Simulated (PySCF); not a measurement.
SMILES Cl[SiH](Cl)[SiH2][Ge]([Cl])([Cl])[Cl] (H3Cl5GeSi2) at its PBE0/def2-SVP optimised geometry (Å):

```
11

Si    -0.1878    -2.4716     1.9363
Cl     0.4606    -1.3533     3.5413
Cl     0.5967    -4.3776     2.0395
Si     0.6489    -1.4538     0.0000
Ge    -0.1146     0.8068     0.0000
Cl    -0.1414     1.6846    -1.9641
Cl     1.0530     2.0945     1.2609
Cl    -2.1398     0.8399     0.7467
H     -1.6677    -2.5705     1.9839
H      2.1398    -1.4538     0.0000
H      0.1066    -2.0945    -1.2343
```

Method: PBE0/def2-TZVP (PySCF). Cells within 0.4 Å of a nucleus heavier than hydrogen are left out (blank, or x).

Map of the electron localisation function on the plane z = 1.0 Å:

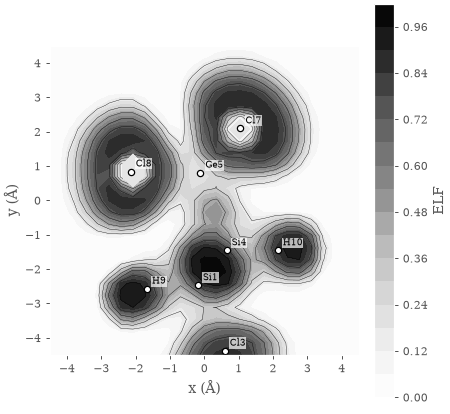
Fig. 1. Electron localisation function on the plane z = 1.0 Å.
